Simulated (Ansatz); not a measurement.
# AlSiH (triplet): wave-function methods side by side, cc-pVDZ

Aim: climb from Hartree-Fock through coupled cluster and multireference methods for AlSiH (triplet) at one geometry and basis, and see what each rung misses.

Method: cc-pVDZ, core rule «outside noble gas», up to 10 orbitals frozen; program: Ansatz 0.2.0, Gaussian basis.

The runs, in order: UHF; CCSD(T) on ROHF; CCSD(T) on UHF; BCCD(T) on ROHF; CISD as a restricted active space (open shells left free, so some higher excitations enter); CCSDT(Q) on ROHF; CCSDT(Q) on UHF; CASSCF and MRCISD+Q, 8 electrons in 9 orbitals; CASSCF and NEVPT2, 8 electrons in 9 orbitals.

25 further runs of the same task are left out: 4 for a known fault of the program, 6 that didn't finish, 15 set aside as unsound or not needed. Runs told in other sessions of the task aren't counted.

## (1) The system

The geometry is a PBE0/def2-TZVP stationary point (not a proven minimum).

3 atoms, charge 0, spin multiplicity 3.

Atoms are counted from 1 here; the program's logs count them from 0.

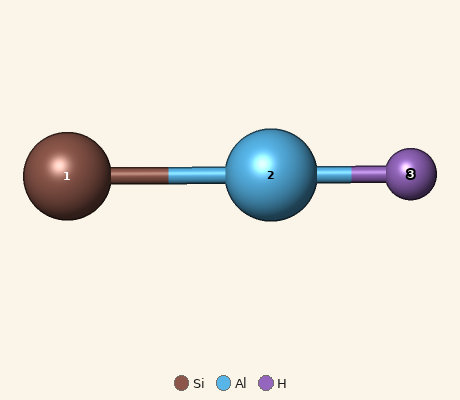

The structure; silicon brown, aluminium blue, hydrogen purple; atoms are numbered from 1 in the order of the file.

In the tables R marks a restricted open-shell determinant and U an unrestricted one; 'valence' is the active space of 8 electrons in 9 orbitals; energies count from the table's Hartree-Fock row.

## (2) UHF

File in.yaml:

```yaml
crystal:
  periodic: [false, false, false]
  atoms:
    - {symbol: Si, position_ang: [0.000000, 0.000000, 2.088600]}
    - {symbol: Al, position_ang: [0.000000, 0.000000, -0.244867]}
    - {symbol: H, position_ang: [0.000000, 0.000000, -1.843733]}
basis:
  gaussian: {orbitals: cc-pVDZ}
magnetization: {spin_polarized: true, initial_magnetization: 2}
hamiltonian: {xc: hf}
output: {orbitals: {seedname: orbitals}}
```

Launch:

```
> ansatz run in.yaml --threads 1 --pin off --events-out ev --progress --plain --max-ram 2393MiB
```

Output:

```text
Functional definition: HF
  name "HF"
  cite "Fock, Z. Phys. 61, 126 (1930) doi:10.1007/BF01340294"
  parent pbe
  exchange = exact_x
  correlation = 0
409 factors; integrals over basis functions are off by at most 1.0e-3 eV
mean field evaluation 1: about -14458.2505 eV, gradient 5.9e0 eV
mean field evaluation 2: about -14458.2531 eV, gradient 5.9e0 eV
mean field evaluation 4: about -14458.7976 eV, gradient 7.5e-1 eV
mean field evaluation 8: about -14458.8158 eV, gradient 7.9e-3 eV
mean field evaluation 16: about -14458.8158 eV, gradient 2.7e-5 eV
mean field -14458.81577838 eV, -531.3516793180 hartree, gradient 2.7e-5 eV, S^2 2.025998; 0 other end points of the search recorded, 0 dependent functions left out
reference -14458.81577838 eV, -531.3516793180 hartree; 15, 13 occupied and 26, 28 virtual orbitals, 409 factors
Total energy: -14458.81577838 eV, -531.3516793180 hartree
```

Run time: 0.39 s. Hardware: 1 thread of Arm Neoverse V1, shared host.

From the report: ⟨S²⟩ of the determinant 2.026 (pure triplet: 2.00).

## (3) CCSD(T) on ROHF

Edit in.yaml of step 2 so:

```diff
@@ -8,4 +8,3 @@
   gaussian: {orbitals: cc-pVDZ}
-magnetization: {spin_polarized: true, initial_magnetization: 2}
-hamiltonian: {xc: hf}
-output: {orbitals: {seedname: orbitals}}
+magnetization: {spin_polarized: false, initial_magnetization: 2}
+correlation: {method: ccsd_t, electrons: outside_noble_gas}
```

Launched as before.

Output, shortened:

```text
Functional definition: HF
  name "HF"
  cite "Fock, Z. Phys. 61, 126 (1930) doi:10.1007/BF01340294"
  parent pbe
[...]
409 factors; integrals over basis functions are off by at most 1.0e-3 eV
[...]
mean field -14458.71465805 eV, -531.3479632145 hartree, gradient 3.5e-6 eV, S^2 2.000000; 3 other end points of the search recorded, 0 dependent functions left out
[...]
determinant -14458.71465805 eV, -531.3479632145 hartree, with singles and doubles -14462.80298021 eV, -531.4982062829 hartree
determinant -14456.86245889 eV, -531.2798961509 hartree, with singles and doubles -14461.17202244 eV, -531.4382696903 hartree
determinant -14456.13222316 eV, -531.2530604829 hartree, with singles and doubles -14460.14214140 eV, -531.4004222600 hartree
determinant -14455.32895685 eV, -531.2235409903 hartree, with singles and doubles -14459.77514626 eV, -531.3869354374 hartree
10 core orbitals not correlated: weight in the atoms' cores, before any rotation towards them, 1.000 or more for the frozen orbitals, at most 0.000 for the correlated occupied ones
reference -14458.71465805 eV, -531.3479632145 hartree; 5, 3 occupied and 26, 28 virtual orbitals, 409 factors
second order -3.21359843 eV of doubles, -0.04952501 eV of singles
cycle   1  -4.08834203 eV  change   -2.0e-5 eV  update   6.3e-4
[...]
cycle   7  -4.08835010 eV  change    1.7e-6 eV  update   2.6e-6
perturbative correction -0.16989159 eV, -0.0062434009 hartree
Total energy: -14462.97289974 eV, -531.5044507103 hartree
```

Wall time 1.4 s (1 thread of Arm Neoverse V1, shared host).

From the report: correlation -4.2582 eV; T1 0.025; largest double amplitude 0.07.

## (4) CCSD(T) on UHF

Edit in.yaml of step 3 so:

```diff
@@ -8,3 +8,3 @@
   gaussian: {orbitals: cc-pVDZ}
-magnetization: {spin_polarized: false, initial_magnetization: 2}
+magnetization: {spin_polarized: true, initial_magnetization: 2}
 correlation: {method: ccsd_t, electrons: outside_noble_gas}
```

The command is unchanged.

Output, shortened:

```text
Functional definition: HF
  name "HF"
  cite "Fock, Z. Phys. 61, 126 (1930) doi:10.1007/BF01340294"
  parent pbe
[...]
409 factors; integrals over basis functions are off by at most 1.0e-3 eV
[...]
mean field -14458.81577838 eV, -531.3516793180 hartree, gradient 9.6e-6 eV, S^2 2.025999; 2 other end points of the search recorded, 0 dependent functions left out
determinant -14458.81577838 eV, -531.3516793180 hartree, with singles and doubles -14462.80508601 eV, -531.4982836695 hartree
determinant -14457.24885419 eV, -531.2940959162 hartree, with singles and doubles -14461.15618750 eV, -531.4376877668 hartree
determinant -14455.74248940 eV, -531.2387380311 hartree, with singles and doubles -14459.27154335 eV, -531.3684283717 hartree
10 core orbitals not correlated: weight in the atoms' cores, before any rotation towards them, 1.000 or more for the frozen orbitals, at most 0.000 for the correlated occupied ones
reference -14458.81577838 eV, -531.3516793180 hartree; 5, 3 occupied and 26, 28 virtual orbitals, 409 factors
second order -3.12797884 eV of doubles, -0.00000000 eV of singles
cycle   1  -3.98946218 eV  change   -1.5e-4 eV  update   9.5e-4
[...]
cycle   7  -3.98968734 eV  change    7.3e-7 eV  update   4.1e-6
perturbative correction -0.16652448 eV, -0.0061196619 hartree
Total energy: -14462.97199020 eV, -531.5044172853 hartree
```

Wall time 1.4 s (1 thread of Arm Neoverse V1, shared host).

From the report: ⟨S²⟩ of the determinant 2.026 (pure triplet: 2.00); correlation -4.1562 eV; T1 0.027; largest double amplitude 0.07.

## (5) BCCD(T) on ROHF

Edit in.yaml of step 4 so:

```diff
@@ -8,3 +8,3 @@
   gaussian: {orbitals: cc-pVDZ}
-magnetization: {spin_polarized: true, initial_magnetization: 2}
-correlation: {method: ccsd_t, electrons: outside_noble_gas}
+magnetization: {spin_polarized: false, initial_magnetization: 2}
+correlation: {method: bccd_t, electrons: outside_noble_gas}
```

The command is unchanged.

Output, shortened:

```text
Functional definition: HF
  name "HF"
  cite "Fock, Z. Phys. 61, 126 (1930) doi:10.1007/BF01340294"
  parent pbe
[...]
409 factors; integrals over basis functions are off by at most 1.0e-3 eV
[...]
mean field -14458.71465805 eV, -531.3479632145 hartree, gradient 3.5e-6 eV, S^2 2.000000; 3 other end points of the search recorded, 0 dependent functions left out
[...]
determinant -14458.71465805 eV, -531.3479632145 hartree, with singles and doubles -14462.80298021 eV, -531.4982062829 hartree
determinant -14456.86245889 eV, -531.2798961509 hartree, with singles and doubles -14461.17202244 eV, -531.4382696903 hartree
determinant -14456.13222316 eV, -531.2530604829 hartree, with singles and doubles -14460.14214140 eV, -531.4004222600 hartree
determinant -14455.32895685 eV, -531.2235409903 hartree, with singles and doubles -14459.77514626 eV, -531.3869354374 hartree
10 core orbitals not correlated: weight in the atoms' cores, before any rotation towards them, 1.000 or more for the frozen orbitals, at most 0.000 for the correlated occupied ones
reference -14458.71465805 eV, -531.3479632145 hartree; 5, 3 occupied and 26, 28 virtual orbitals, 409 factors
second order -3.21359843 eV of doubles, -0.04952501 eV of singles
cycle   1  -4.08413944 eV  change    4.2e-3 eV  update   9.8e-3
[...]
cycle   9  -4.08178362 eV  change    8.4e-7 eV  update   6.1e-6
perturbative correction -0.17488605 eV, -0.0064269436 hartree
Total energy: -14462.97132772 eV, -531.5043929395 hartree
```

Run time: 1.6 s. Hardware: 1 thread of Arm Neoverse V1, shared host.

From the report: correlation -4.2567 eV; largest double amplitude 0.07.

## (6) CISD as a restricted active space (open shells left free, so some higher excitations enter)

Edit in.yaml of step 5 so:

```diff
@@ -9,2 +9,2 @@
 magnetization: {spin_polarized: false, initial_magnetization: 2}
-correlation: {method: bccd_t, electrons: outside_noble_gas}
+correlation: {active_space: {ras: {orbitals: [3, 2, 26], electrons: 8, max_holes: 2, max_particles: 2}, fixed_orbitals: true}}
```

Launched as before.

Output:

```text
Functional definition: HF
  name "HF"
  cite "Fock, Z. Phys. 61, 126 (1930) doi:10.1007/BF01340294"
  parent pbe
  exchange = exact_x
  correlation = 0
409 factors; integrals over basis functions are off by at most 1.0e-3 eV
mean field evaluation 1: about -14458.2632 eV, gradient 7.0e0 eV
mean field evaluation 2: about -14458.2657 eV, gradient 7.0e0 eV
mean field evaluation 4: about -14458.7093 eV, gradient 6.0e-1 eV
mean field evaluation 8: about -14458.7147 eV, gradient 1.6e-3 eV
mean field -14458.71465805 eV, -531.3479632145 hartree, gradient 3.5e-6 eV, S^2 2.000000; 0 other end points of the search recorded, 0 dependent functions left out
reference -14458.71465805 eV, -531.3479632145 hartree; 15, 13 occupied and 26, 28 virtual orbitals, 409 factors
state -14462.54958004 eV, -531.4888939981 hartree
Total energy: -14462.54958004 eV, -531.4888939981 hartree
```

Run time: 1.1 s. Hardware: 1 thread of Arm Neoverse V1, shared host.

From the report: 14,768 determinants.

## (7) CCSDT(Q) on ROHF

Edit in.yaml of step 6 so:

```diff
@@ -9,2 +9,2 @@
 magnetization: {spin_polarized: false, initial_magnetization: 2}
-correlation: {active_space: {ras: {orbitals: [3, 2, 26], electrons: 8, max_holes: 2, max_particles: 2}, fixed_orbitals: true}}
+correlation: {method: ccsdt_q, electrons: outside_noble_gas}
```

Launched as before.

Output, shortened:

```text
Functional definition: HF
  name "HF"
  cite "Fock, Z. Phys. 61, 126 (1930) doi:10.1007/BF01340294"
  parent pbe
[...]
748 factors; integrals over basis functions are off by at most 2.1e-7 eV
[...]
mean field -14458.71469048 eV, -531.3479644064 hartree, gradient 3.4e-6 eV, S^2 2.000000; 2 other end points of the search recorded, 0 dependent functions left out
[...]
determinant -14458.71469048 eV, -531.3479644064 hartree, with singles and doubles -14462.80301544 eV, -531.4982075775 hartree
determinant -14456.86248859 eV, -531.2798972422 hartree, with singles and doubles -14461.17204844 eV, -531.4382706456 hartree
determinant -14456.13224879 eV, -531.2530614246 hartree, with singles and doubles -14460.14226165 eV, -531.4004266791 hartree
10 core orbitals not correlated: weight in the atoms' cores, before any rotation towards them, 1.000 or more for the frozen orbitals, at most 0.000 for the correlated occupied ones
reference -14458.71469048 eV, -531.3479644064 hartree; 5, 3 occupied and 26, 28 virtual orbitals, 748 factors
second order -3.21361598 eV of doubles, -0.04952462 eV of singles
cycle   1  -3.84440918 eV  change   -5.8e-1 eV  update   8.6e-2
[...]
cycle  18  -4.30163036 eV  change   -3.2e-7 eV  update   3.8e-7
perturbative correction -0.01201266 eV, -0.0004414571 hartree
Total energy: -14463.02833350 eV, -531.5064878633 hartree
```

Run time: 7 s. Hardware: 1 thread of Arm Neoverse V1, shared host.

From the report: correlation -4.3136 eV; T1 0.026; largest double amplitude 0.08.

## (8) CCSDT(Q) on UHF

Edit in.yaml of step 7 so:

```diff
@@ -8,3 +8,3 @@
   gaussian: {orbitals: cc-pVDZ}
-magnetization: {spin_polarized: false, initial_magnetization: 2}
+magnetization: {spin_polarized: true, initial_magnetization: 2}
 correlation: {method: ccsdt_q, electrons: outside_noble_gas}
```

Same command.

Output, shortened:

```text
Functional definition: HF
  name "HF"
  cite "Fock, Z. Phys. 61, 126 (1930) doi:10.1007/BF01340294"
  parent pbe
[...]
748 factors; integrals over basis functions are off by at most 2.1e-7 eV
[...]
mean field -14458.81581076 eV, -531.3516805079 hartree, gradient 2.0e-6 eV, S^2 2.025999; 3 other end points of the search recorded, 0 dependent functions left out
determinant -14458.81581076 eV, -531.3516805079 hartree, with singles and doubles -14462.80512102 eV, -531.4982849559 hartree
determinant -14457.24888230 eV, -531.2940969495 hartree, with singles and doubles -14461.15621240 eV, -531.4376886819 hartree
determinant -14456.34874803 eV, -531.2610176250 hartree, with singles and doubles -14460.14755847 eV, -531.4006213336 hartree
determinant -14455.74252875 eV, -531.2387394774 hartree, with singles and doubles -14459.27154764 eV, -531.3684285294 hartree
10 core orbitals not correlated: weight in the atoms' cores, before any rotation towards them, 1.000 or more for the frozen orbitals, at most 0.000 for the correlated occupied ones
reference -14458.81581076 eV, -531.3516805079 hartree; 5, 3 occupied and 26, 28 virtual orbitals, 748 factors
second order -3.12799582 eV of doubles, -0.00000000 eV of singles
cycle   1  -3.71363110 eV  change   -5.9e-1 eV  update   8.9e-2
[...]
cycle  17  -4.20078061 eV  change    2.3e-7 eV  update   7.6e-7
perturbative correction -0.01264120 eV, -0.0004645557 hartree
Total energy: -14463.02923257 eV, -531.5065209037 hartree
```

It took 6.5 s on 1 thread of Arm Neoverse V1, shared host.

From the report: ⟨S²⟩ of the determinant 2.026 (pure triplet: 2.00); correlation -4.2134 eV; T1 0.029; largest double amplitude 0.08.

## (9) CASSCF and MRCISD+Q, 8 electrons in 9 orbitals

File in.yaml:

```yaml
crystal:
  periodic: [false, false, false]
  atoms:
    - {symbol: Si, position_ang: [0.000000, 0.000000, 2.088600]}
    - {symbol: Al, position_ang: [0.000000, 0.000000, -0.244867]}
    - {symbol: H, position_ang: [0.000000, 0.000000, -1.843733]}
basis:
  gaussian: {orbitals: cc-pVDZ}
magnetization: {spin_polarized: false, initial_magnetization: 2}
correlation: {method: fic_mrcisd_q, electrons: outside_noble_gas, active_space: {window: {electrons: 8, orbitals: 9}, shells: [{species: Al, l: s, shell: 3}, {species: Al, l: p, shell: 3}, {species: H, l: s, shell: 1}, {species: Si, l: s, shell: 3}, {species: Si, l: p, shell: 3}]}}
```

Same command.

Output, shortened:

```text
Functional definition: HF
  name "HF"
  cite "Fock, Z. Phys. 61, 126 (1930) doi:10.1007/BF01340294"
  parent pbe
[...]
748 factors; integrals over basis functions are off by at most 2.1e-7 eV
[...]
mean field -14458.71469048 eV, -531.3479644064 hartree, gradient 3.4e-6 eV, S^2 2.000000; 0 other end points of the search recorded, 0 dependent functions left out
reference -14458.71469048 eV, -531.3479644064 hartree; 15, 13 occupied and 26, 28 virtual orbitals, 748 factors
state -14460.45219534 eV, -531.4118165323 hartree
contracted CI cycle   1: correlation 0.00000000 eV, 0.0000000000 hartree, residual 9.80e0 eV
contracted CI cycle   2: correlation -2.28156889 eV, -0.0838461104 hartree, residual 2.21e0 eV
contracted CI cycle   3: correlation -2.39362563 eV, -0.0879641194 hartree, residual 5.11e-1 eV
contracted CI cycle   4: correlation -2.39987676 eV, -0.0881938441 hartree, residual 1.40e-1 eV
contracted CI cycle   5: correlation -2.40032097 eV, -0.0882101688 hartree, residual 3.80e-2 eV
contracted CI cycle   6: correlation -2.40035252 eV, -0.0882113280 hartree, residual 1.15e-2 eV
contracted CI cycle   7: correlation -2.40035527 eV, -0.0882114293 hartree, residual 3.25e-3 eV
contracted CI cycle   8: correlation -2.40035551 eV, -0.0882114379 hartree, residual 8.96e-4 eV
state -14460.45219534 eV, -531.4118165323 hartree; corrected -14463.02172183 eV, -531.5062448892 hartree
Total energy: -14463.02172183 eV, -531.5062448892 hartree
Checks for a lower state left out: starts, orbital_swaps
```

Wall time 5.5 s (1 thread of Arm Neoverse V1, shared host); peak memory 0.34 GiB.

From the report: 3,880 determinants; active occupations 1.98, 1.97, 1.92, 0.99, 0.99, 0.05, 0.04, 0.04, 0.02.

## (10) CASSCF and NEVPT2, 8 electrons in 9 orbitals

File in.yaml:

```yaml
crystal:
  periodic: [false, false, false]
  atoms:
    - {symbol: Si, position_ang: [0.000000, 0.000000, 2.088600]}
    - {symbol: Al, position_ang: [0.000000, 0.000000, -0.244867]}
    - {symbol: H, position_ang: [0.000000, 0.000000, -1.843733]}
basis:
  gaussian: {orbitals: cc-pVDZ}
magnetization: {spin_polarized: false, initial_magnetization: 2}
correlation: {method: sc_nevpt2, electrons: outside_noble_gas, active_space: {window: {electrons: 8, orbitals: 9}, shells: [{species: Al, l: s, shell: 3}, {species: Al, l: p, shell: 3}, {species: H, l: s, shell: 1}, {species: Si, l: s, shell: 3}, {species: Si, l: p, shell: 3}]}}
```

Launched as before.

Output:

```text
Functional definition: HF
  name "HF"
  cite "Fock, Z. Phys. 61, 126 (1930) doi:10.1007/BF01340294"
  parent pbe
  exchange = exact_x
  correlation = 0
748 factors; integrals over basis functions are off by at most 2.1e-7 eV
mean field evaluation 1: about -14458.2632 eV, gradient 7.0e0 eV
mean field evaluation 2: about -14458.2657 eV, gradient 7.0e0 eV
mean field evaluation 4: about -14458.7093 eV, gradient 6.0e-1 eV
mean field evaluation 8: about -14458.7147 eV, gradient 1.6e-3 eV
mean field -14458.71469048 eV, -531.3479644064 hartree, gradient 3.4e-6 eV, S^2 2.000000; 0 other end points of the search recorded, 0 dependent functions left out
reference -14458.71469048 eV, -531.3479644064 hartree; 15, 13 occupied and 26, 28 virtual orbitals, 748 factors
state -14460.45219534 eV, -531.4118165323 hartree
state -14460.45219534 eV, -531.4118165323 hartree; corrected -14462.30119427 eV, -531.4797659897 hartree
Total energy: -14462.30119427 eV, -531.4797659897 hartree
Checks for a lower state left out: starts, orbital_swaps
```

Wall time 3.5 s (1 thread of Arm Neoverse V1, shared host).

From the report: 3,880 determinants; active occupations 1.98, 1.97, 1.92, 0.99, 0.99, 0.05, 0.04, 0.04, 0.02.

## (11) How many determinants matter

Natural occupations of the CASSCF valence state about the gap (report; correlated orbitals 1 to 9): 1.979, 1.972, 1.920, 0.993, 0.993, 0.052, 0.037, 0.037, 0.018. The count of effectively unpaired electrons, Σ n²(2 − n)², is 2.05; a single determinant of this spin has 2.

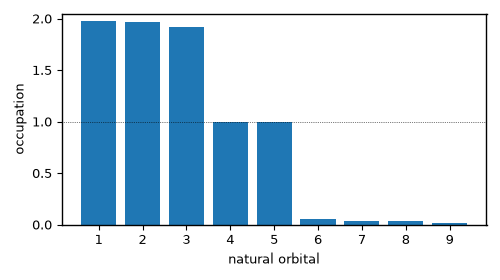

Natural occupations of the CASSCF valence state.

## (12) Misses and costs

The yardstick is UCCSDT(Q), where the cluster series has nearly closed. Rows without a time are mean-field rows or come out of runs for another level: lower rungs of the coupled-cluster runs, CASSCF and MRCISD of the multireference runs, or the Hartree-Fock search.

Differences are taken before rounding.

| method | energy from the lowest ROHF (meV) | from UCCSDT(Q) (meV) | time |
| --- | --- | --- | --- |
| ROHF | 0.0 | +4314.6 |  |
| UHF | -101.1 | +4213.5 |  |
| RMP2 | -3263.1 | +1051.5 |  |
| UMP2 | -3229.1 | +1085.5 |  |
| CISD | -3834.9 | +479.7 | 1.1 s |
| RCCSD | -4088.4 | +226.2 |  |
| UCCSD | -4090.8 | +223.8 |  |
| RCCSD(T) | -4258.2 | +56.3 | 1.4 s |
| UCCSD(T) | -4257.3 | +57.2 | 1.4 s |
| BCCD(T) | -4256.7 | +57.9 | 1.6 s |
| RCCSDT | -4301.7 | +12.9 |  |
| UCCSDT | -4301.9 | +12.6 |  |
| RCCSDT(Q) | -4313.7 | +0.9 | 7 s |
| UCCSDT(Q) | -4314.6 | 0 | 6.5 s |
| CASSCF valence | -1737.5 | +2577.0 |  |
| NEVPT2 valence | -3586.5 | +728.0 | 3.5 s |
| MRCISD valence | -4137.9 | +176.7 |  |
| MRCISD+Q valence | -4307.1 | +7.5 | 5.5 s |

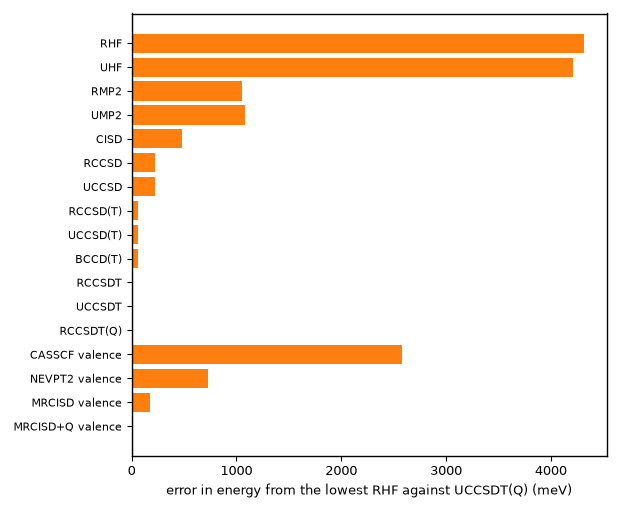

How far each level lands from UCCSDT(Q).

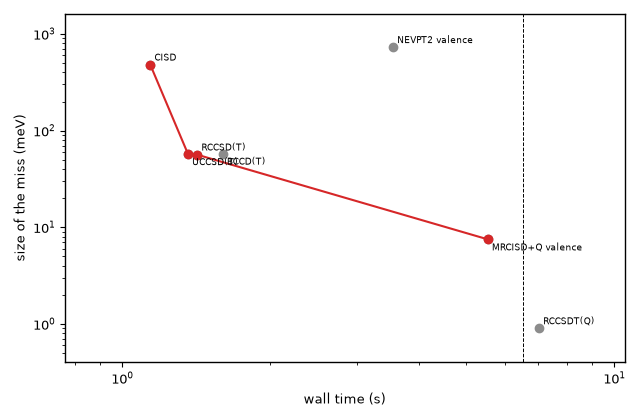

Miss against cost. Red marks the levels that no quicker level drawn beats (of those quicker than the yardstick), and the dashed line is the time of UCCSDT(Q). Times are from a shared host.

With the free atoms at the same levels and basis (separate runs), the atomisation energy is 4.628 eV at UCCSDT(Q), 4.595 eV at RCCSD(T), 4.593 eV at UCCSD(T), 3.595 eV at ROHF.

## (13) Outcome

```
                         quantity                                        value
    UCCSDT(Q) from the ROHF energy                                   -4.3146 eV
              RMP2 from UCCSDT(Q)                                  +1051.5 meV
              UMP2 from UCCSDT(Q)                                  +1085.5 meV
             RCCSD from UCCSDT(Q)                                   +226.2 meV
          RCCSD(T) from UCCSDT(Q)                                    +56.3 meV
          UCCSD(T) from UCCSDT(Q)                                    +57.2 meV
         RCCSDT(Q) from UCCSDT(Q)                                     +0.9 meV
    NEVPT2 valence from UCCSDT(Q)                                   +728.0 meV
  MRCISD+Q valence from UCCSDT(Q)                                     +7.5 meV
levels within 1 kcal/mol (43 meV)  RCCSDT, UCCSDT, RCCSDT(Q), MRCISD+Q valence
                    T1 diagnostic                                        0.025
   effectively unpaired electrons                                         2.05
```

In words: RCCSD(T) misses by +56.3 meV, 1.3 % of the correlation energy. One determinant dominates. Of the multireference levels listed MRCISD+Q valence comes nearest in total energy (+7.5 meV), which doesn't show that its space is the better one. These misses are within one basis, not against nature; the frozen cores of restricted and unrestricted runs differ, which can shift their rows.

With open shells the CI space here admits some higher excitations, so it is larger than plain CISD.

For cost: MRCISD+Q valence gets within 7.5 meV in 5.5 s, where UCCSDT(Q) took 6.5 s; the quickest level in the cost chart, CISD, takes 1.1 s and misses by 479.7 meV.
